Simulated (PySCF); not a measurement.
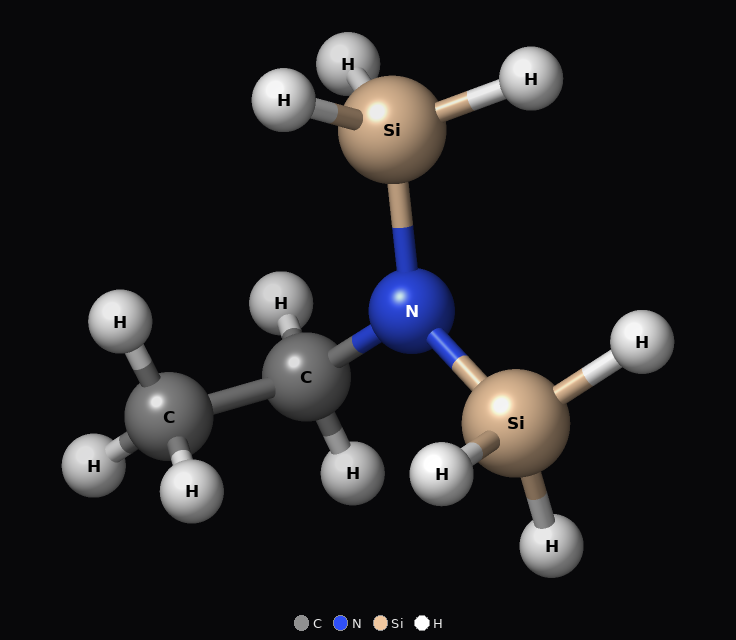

Every bond is drawn as one stick, whatever its order.

The geometry was computed by an optimisation with GFN2-xTB. No frequency run is at hand to confirm it as a minimum.

Describe the molecule.

Formula C₂H₁₁NSi₂. SMILES: `CCN([SiH3])[SiH3]`. It has no ring. Among its groups: Si–H bond, Si–N bond. The point group is Cs. Coordination, clear cases only: 2 C tetrahedral; 2 Si tetrahedral.

More results for the same structure follow; atom numbers are the same in all pictures, views and colours differ.

### Geometry

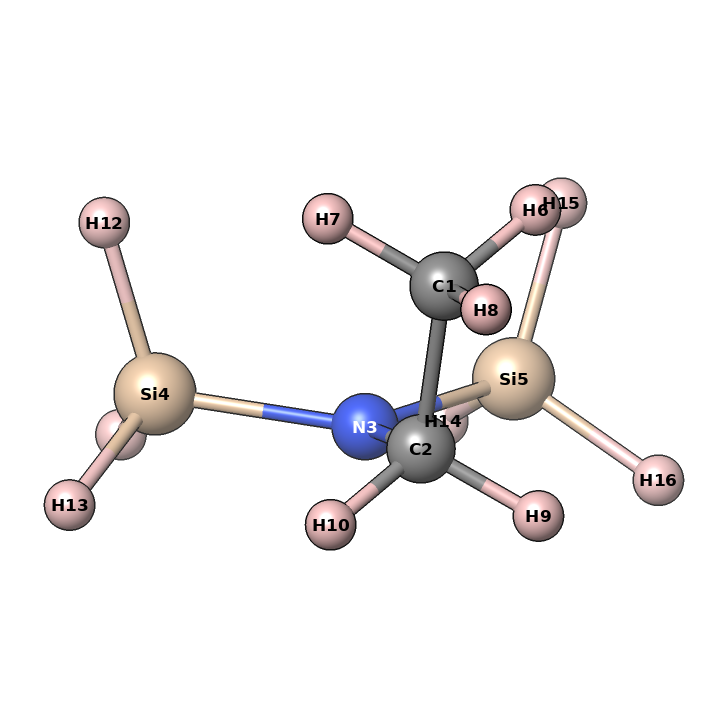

N3 lies behind C2. The molecule seen a little off the C2–N3 bond, C2 in front. Depth is shown by fading: the farther an atom, the more it takes the colour of the background. No frequency run is at hand to confirm it as a minimum.

> What is the torsion angle C1–C2–N3–Si4? The sign is positive where the front bond must turn clockwise to cover the back bond.

−81°, about perpendicular.

### NMR shielding

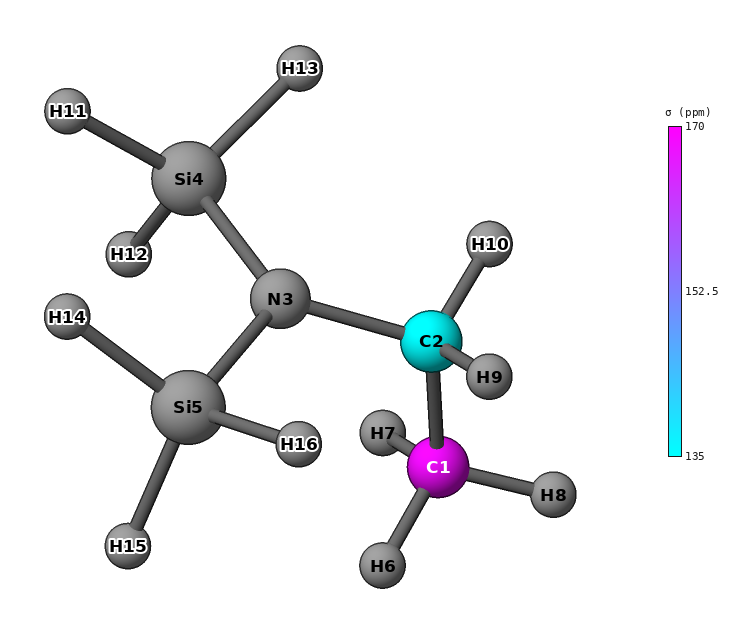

Atoms are coloured by their isotropic NMR shieldings (C only, the others grey). No frequency run is at hand to confirm it as a minimum. Method: GIAO PBE0/pcSseg-1 NMR shielding, non-relativistic, gas phase (PySCF 2.14.0).

List the isotropic NMR shieldings of the C atoms.

```csv
atom,σ (ppm)
C1,168.3
C2,135.3
```

### Bond orders

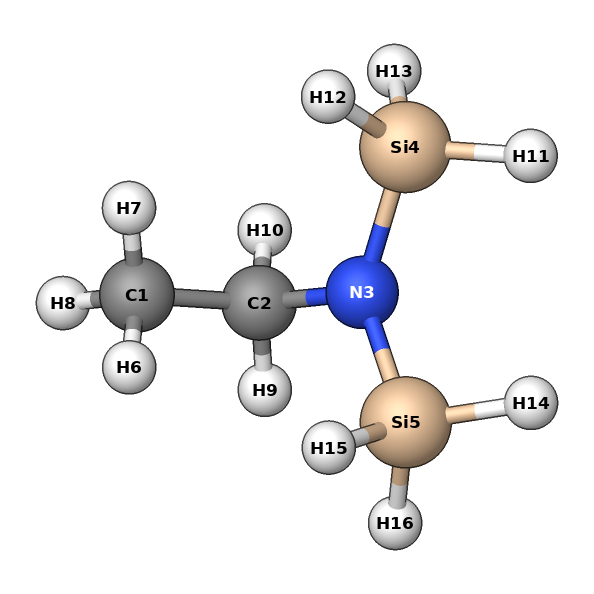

Every bond is drawn as one stick. No frequency run is at hand to confirm it as a minimum. Computed with PBE0/pcSseg-1 (PySCF 2.14.0).

List the Mayer bond orders of C1–C2, C1–H6, C1–H8, C2–N3, C2–H9, N3–Si4, Si4–H11, Si4–H12, Si4–H13 (one bond of each equivalent set).

| bond | Mayer order | length (Å) |
| --- | --- | --- |
| C1–C2 | 1.04 | 1.525 |
| C1–H6 | 0.96 | 1.087 |
| C1–H8 | 0.97 | 1.088 |
| C2–N3 | 0.92 | 1.450 |
| C2–H9 | 0.95 | 1.094 |
| N3–Si4 | 0.94 | 1.736 |
| Si4–H11 | 0.95 | 1.458 |
| Si4–H12 | 0.91 | 1.471 |
| Si4–H13 | 0.93 | 1.465 |

### Electronic properties

No frequency run is at hand to confirm it as a minimum. Method: PBE0/pcSseg-1, gas phase (PySCF 2.14.0).

> What is the HOMO energy (Kohn–Sham orbital)?

−6.89 eV.

> Give the dipole moment at this level.

0.75 D.

> Give the LUMO energy (Kohn–Sham orbital) at this level.

0.32 eV.

### Charges

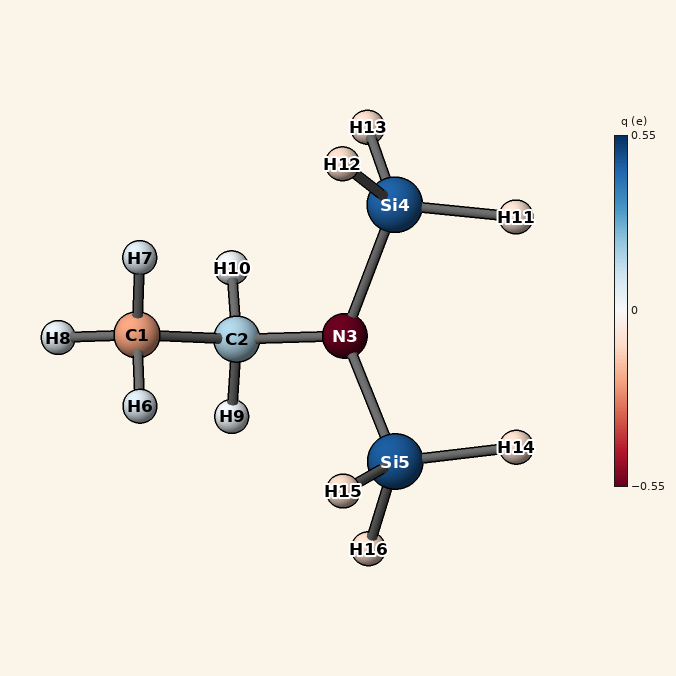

Atoms are coloured by their ESP-fitted charges. No frequency run is at hand to confirm it as a minimum. Level of theory: PBE0/pcSseg-1, gas phase (PySCF 2.14.0).

> Which atom carries the highest charge (most positive or least negative)?

Si4, Si5 (0.45 to 0.46 e).

> And the lowest?

N3 (−0.54 e).

List the ESP-fitted charges.

```
atom  value (e)
  C1      −0.22
  C2       0.17
  N3      −0.54
 Si4       0.45
 Si5       0.46
  H6       0.07
  H7       0.07
  H8       0.06
  H9       0.03
 H10       0.03
 H11      −0.09
 H12      −0.10
 H13      −0.09
 H14      −0.09
 H15      −0.10
 H16      −0.10
```

The geometry is semi-empirical. Around Si such bond lengths and angles can be off by a tenth of an ångström or more and by several degrees, and values that hang on the shape move with them.
